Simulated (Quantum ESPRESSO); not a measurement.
# Energy mapping worked by hand: MnO (Manganosite)

Aim: get Heisenberg couplings of MnO (Manganosite) from the energies of collinear orders, with pencil and paper, and test them on an order left out of the fit.

Program: Quantum ESPRESSO 7.5. Level of theory: LDA with U = 4 eV on Mn d (ortho-atomic projectors); plane waves with GBRV 1.5 LDA potentials, no spin-orbit coupling. Results are calculated unless marked as measured.

### 1. Set-up

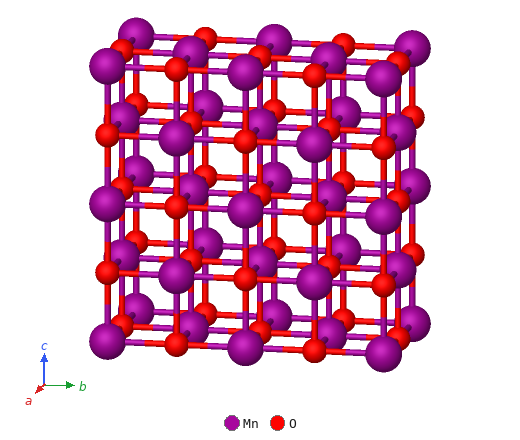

The cell as given, slightly off an axis (manganese purple, oxygen red). 1×2×2 cells are drawn. This picture shows the conventional cell, with its axes. Some periodic images of atoms are drawn too.

The cell comes from the Crystallography Open Database.

### 2. The parallel order

All energies count from this run.

Contents of pw.in:

```
&CONTROL
  calculation = 'scf'
  prefix = 'pwscf'
  outdir = './tmp'
  pseudo_dir = './pseudo'
  disk_io = 'nowf'
/
&SYSTEM
  ibrav = 0
  nat = 2
  ntyp = 2
  ecutwfc = 40
  ecutrho = 280
  nbnd = 19
  occupations = 'smearing'
  smearing = 'fd'
  degauss = 0.00367493
  nspin = 2
  starting_magnetization(1) = 0.3
  starting_magnetization(2) = 0
/
&ELECTRONS
  conv_thr = 4d-09
  electron_maxstep = 150
  mixing_beta = 0.3
/
ATOMIC_SPECIES
Mn     54.9380 mn_lda_v1.5.uspp.F.UPF
O      15.9990 o_lda_v1.2.uspp.F.UPF
CELL_PARAMETERS angstrom
   0.0000000000    2.2230000000    2.2230000000
   2.2230000000    0.0000000000    2.2230000000
   2.2230000000    2.2230000000    0.0000000000
ATOMIC_POSITIONS crystal
Mn      0.0000000000    0.0000000000    0.0000000000
O       0.5000000000    0.5000000000    0.5000000000
K_POINTS automatic
8 8 8 0 0 0
HUBBARD {ortho-atomic}
U Mn-3d 4.0000
```

The run is started by

```sh
OMP_NUM_THREADS=1 mpirun -n 4 pw.x -nk 4 -in pw.in > pw.out
```

The log of the run:

```text
Program PWSCF v.7.5 starts
     [... lines left out ...]
     number of atoms/cell      =            2
     [... lines left out ...]
     number of electrons       =        21.00
     number of Kohn-Sham states=           19
     kinetic-energy cutoff     =      40.0000  Ry
     charge density cutoff     =     280.0000  Ry
     scf convergence threshold =      4.0E-09
     [... lines left out ...]
     48 Sym. Ops., with inversion, found
     [... lines left out ...]
     number of k points=    29  Fermi-Dirac smearing, width (Ry)=  0.0037
     [... lines left out ...]
     iteration # 10     ecut=    40.00 Ry     beta= 0.30
     [... lines left out ...]
     Magnetic moment per site  (integrated on atomic sphere of radius R)
     atom   1 (R=0.292)  charge= 12.5817  magn=  4.2646
     atom   2 (R=0.292)  charge=  5.9466  magn=  0.2046
     [... lines left out ...]
     Tr[ns(  1)] (up, down, total) =   4.96908  0.26387  5.23294
     [... lines left out ...]
     the Fermi energy is    12.5328 ev
!    total energy              =    -243.41951854 Ry
     estimated scf accuracy    <          3.4E-09 Ry
     smearing contrib. (-TS)   =      -0.00002563 Ry
     [... lines left out ...]
     total magnetization       =     5.00 Bohr mag/cell
     absolute magnetization    =     5.00 Bohr mag/cell
     convergence has been achieved in  10 iterations
   JOB DONE.
```

Wall time 2.6 s (4 MPI ranks of AMD EPYC 9R45 (Zen 5), shared host); peak memory 0.3 GiB; 9 s of CPU time.

Spin moment in the atom's sphere by atom:

| atom | spin moment in the atom's sphere (μB) |
| --- | --- |
| Mn1 | 4.26 |
| O2 | 0.20 |

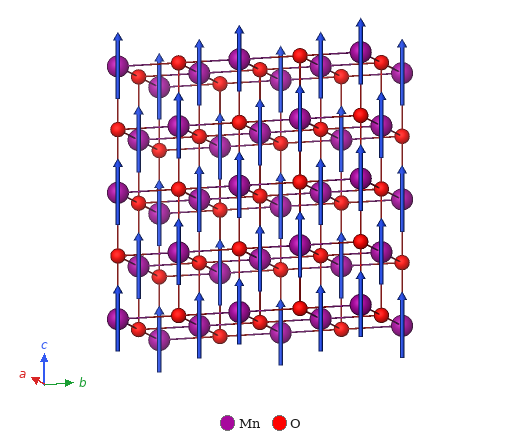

Spin moment in the atom's sphere as arrows, the longest 4.26 μB. Up and down stand for the sign. Arrows give size and sign along the axis of quantisation, drawn up and down the page. 1×2×2 conventional cells are drawn. Some periodic images of atoms are drawn too.

Read from the output:

```yaml
smearing_term_ts: 3.49e-4 eV
magnetization: 5 μB
absolute_magnetization: 5 μB
final_state: ferromagnetic
```

### 3. The orders used for the fit

The other orders were run with the same settings, on meshes that hold the same points. Free energies are divided by the number of Mn atoms; q is in fractions of the reciprocal vectors of the first run's cell.

| order | atoms | mesh | free energy (eV) | eV per Mn | largest moment (μB) |
| --- | --- | --- | --- | --- | --- |
| F + | 2 | 8×8×8 | -3311.8913 | -3311.8913 | 4.26 |
| AF q=(0,1/2,1/2) +- | 4 | 8×4×8 | -6623.8681 | -3311.9341 | 4.25 |

### 4. Counting neighbours

With E = −Σ J e_i·e_j over ordered pairs of unit vectors, turning a neighbour from parallel to opposed costs 2J a Mn atom. So an order lies 2 Σ n J over the parallel one, n being the opposed neighbours in each shell.

| shell | distance (Å) | neighbours | opposed in AF q=(0,1/2,1/2) +- | opposed in AF q=(0,0,1/2) +- |
| --- | --- | --- | --- | --- |
| J1 | 3.14 | 12 | 8 | 6 |
| J2 | 4.45 | 6 | 0 | 6 |

Only J1 is kept, as an effective coupling that takes up all reversed shells.

### 5. Solving

```
2 × 8 × J1 = -42.8 meV    (AF q=(0,1/2,1/2) +-)
J1 = -2.68 meV
```

### 6. The test

The couplings now give the orders that were left out:

```
2 × 6 × (-2.68) = -32.2 meV    (AF q=(0,0,1/2) +-)
```

The runs themselves:

| order | atoms | mesh | free energy (eV) | eV per Mn | largest moment (μB) | over the parallel order (meV) | foretold (meV) |
| --- | --- | --- | --- | --- | --- | --- | --- |
| AF q=(0,0,1/2) +- | 4 | 8×8×4 | -6623.9302 | -3311.9651 | 4.22 | -73.8 | -32.2 |

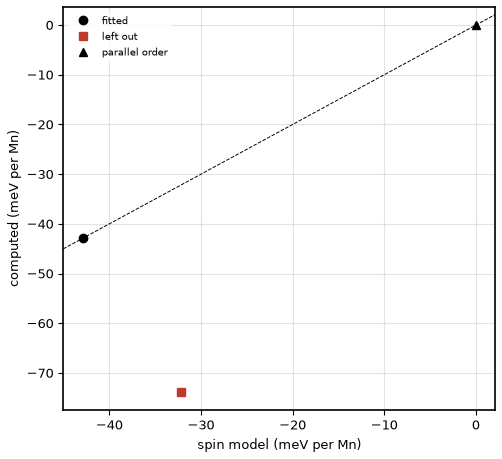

Computed energies of the orders against the model; the dashed line marks agreement.

### 7. One more shell

One way to take up the miss is the next shell. Both differences then fix both couplings, and no order is left for a test.

```
2 × 8 × J1 = -42.8 meV    (AF q=(0,1/2,1/2) +-)
2 × 6 × J1 + 2 × 6 × J2 = -73.8 meV    (AF q=(0,0,1/2) +-)
J1 = -2.68 meV
J2 = -3.48 meV
```

### 8. Outcome

| Item | Value |
| --- | --- |
| effective J1 (Mn–Mn at 3.14 Å) | -2.68 meV |
| largest miss on the orders left out | 42 meV |
| J1 with two shells | -2.68 meV |
| J2 with two shells | -3.48 meV |

**Reading.** The model misses the order left out by 42 meV, 56 % of the largest energy difference, so it fails: these couplings alone don't describe the crystal. With the next shell added the couplings are J1 = -2.68 and J2 = -3.48 meV, untested. The largest moment changes by 1.0 % between the orders. Shells that were dropped are folded into the couplings or show in the miss.

[Logs and program files are shortened in this print: banners, set-up blocks, solver, clock and traceback lines can be left out without a mark of their own.]

[Logs are printed without paths, hosts, clocks, repeated set-up lines and the standing remarks that a program may print on its own settings, such as how far it seeks lower states.]

[Hosts, paths, dates, database ids (printed as entryN), source tags and the programs' standing remarks are cut or masked in the printed files.]

[Where a cell is said to come from a database of computed structures, the database is the Materials Project.]
